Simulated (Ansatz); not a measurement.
```json
{"atom": "Cl", "x (Å)": "2.3496", "y (Å)": "0.0853", "z (Å)": "-0.1746"}
{"atom": "Ge", "x (Å)": "0.5863", "y (Å)": "-0.8642", "z (Å)": "-1.1798"}
{"atom": "O", "x (Å)": "-0.7028", "y (Å)": "-0.0093", "z (Å)": "-0.2913"}
{"atom": "H", "x (Å)": "-0.3921", "y (Å)": "0.6244", "z (Å)": "0.3752"}
```

Geometry: B3LYP-D3(BJ)/def2-SVP.

Level of theory: isolated molecule in a Gaussian basis; Kohn-Sham density functional theory, functional PBE0 (Ansatz).

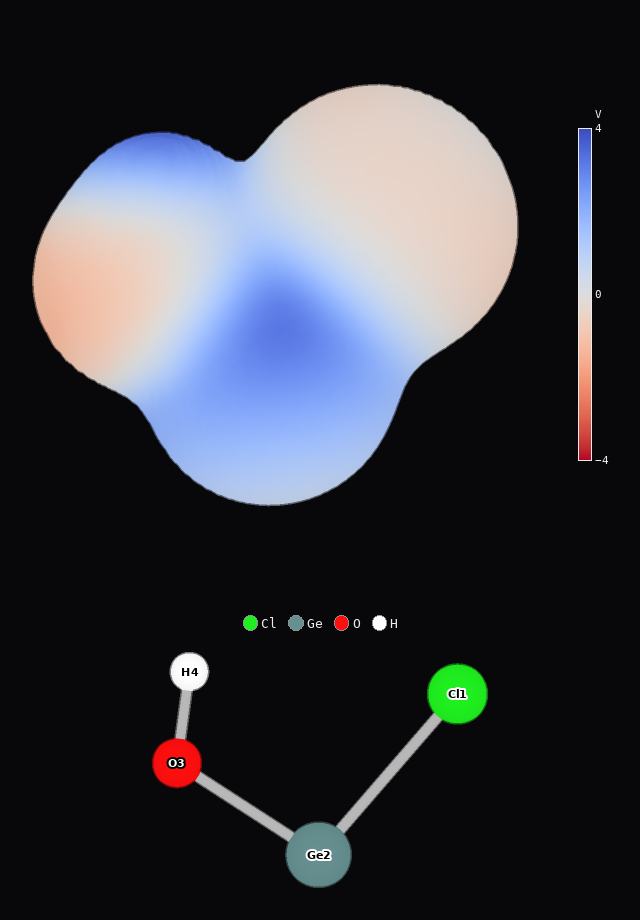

ClGeHO (SMILES [OH][Ge][Cl]). The molecular electrostatic potential painted on the density surface at 0.004 e/bohr³, seen across its widest extent; the colour scale runs from red (negative) to blue (positive). The bare structure is drawn below in the same view.

Where is the surface potential most negative and most positive?

Answer. The most negative region (about −1.3 V) lies over O3, the most positive (about +3.4 V) over H4. O3 is the likeliest acceptor of a hydrogen bond.
